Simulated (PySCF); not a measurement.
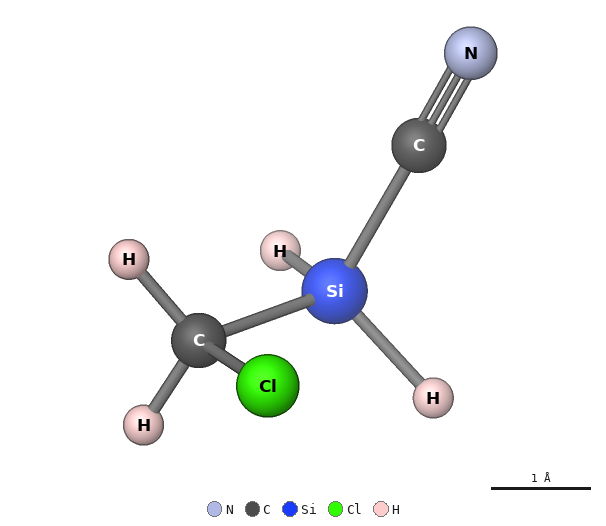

Distant atoms are faded towards the background colour. Computed geometry: PBE0-D3(BJ)/def2-SVP optimisation. No frequency run is at hand to confirm it as a minimum. Masses are those of the most abundant isotopes; constants are for the rigid equilibrium geometry.

**What kind of rotor is it, and what are its rotational constants in MHz?**

An asymmetric top (C1): A = 4838, B = 1857, C = 1446 MHz. Ray's parameter κ is −0.76, nearer the prolate limit.
